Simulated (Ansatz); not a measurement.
Potential energy curve for LiH, singlet.

- RMP2 = MP2 on RHF/def2-TZVP, frozen core run with Ansatz (a program for electronic structure)
- RKS-BLYP = Ansatz with restricted BLYP/def2-TZVP
- UCCSD(T) = CCSD(T) on UHF/def2-TZVP, frozen core in Ansatz

Energies are in kJ/mol, each relative to the lowest point of its own curve near equilibrium.

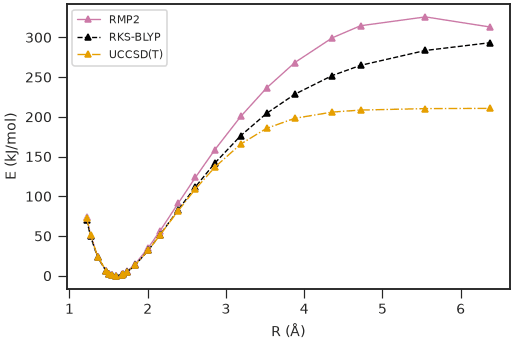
Figure. Energy against bond length for each method.

```csv
R / Å,RMP2,RKS-BLYP,UCCSD(T)
1.22,73.5,70.6,73.2
1.27,51.6,49.6,51.5
1.36,24.0,23.2,24.1
1.47,5.9,5.9,6.1
1.51,2.6,2.6,2.8
1.55,0.7,0.8,0.8
1.60,0.0,0.0,0.0
1.67,1.7,1.4,1.4
1.69,2.6,2.3,2.3
1.74,5.8,5.1,5.1
1.84,14.8,13.4,13.4
2.01,35.6,32.4,32.5
2.16,56.9,51.9,51.7
2.39,91.3,83.0,81.8
2.61,123.8,111.9,109.2
2.86,158.9,142.1,136.9
3.19,200.6,176.4,165.8
3.52,236.4,204.4,185.6
3.88,268.3,228.5,198.2
4.36,299.5,252.0,206.0
4.72,314.7,264.8,208.5
5.55,325.8,283.6,210.4
6.37,313.2,293.3,210.7
```

At the longest distance, 6.37 Å, RMP2 lies highest above its minimum (313.2 kJ/mol) and UCCSD(T) lowest (210.7 kJ/mol).

The RMP2 curve passes through a maximum at 5.55 Å and then falls by 12.6 kJ/mol up to the last usable point.

The restricted form behind RMP2, RKS-BLYP keeps the bonding electrons paired and can't separate into open-shell fragments. The T1 diagnostic of CCSD on the restricted reference of RMP2 exceeds 0.045 at 2.39 to 6.37 Å. The unrestricted determinant behind UCCSD(T) is spin-contaminated at 2.39 to 6.37 Å (<S²> up to 1.0, against 0.00 for a pure singlet). With two correlated electrons CCSD is exact in the basis where it finds the lowest root (UCCSD(T)).
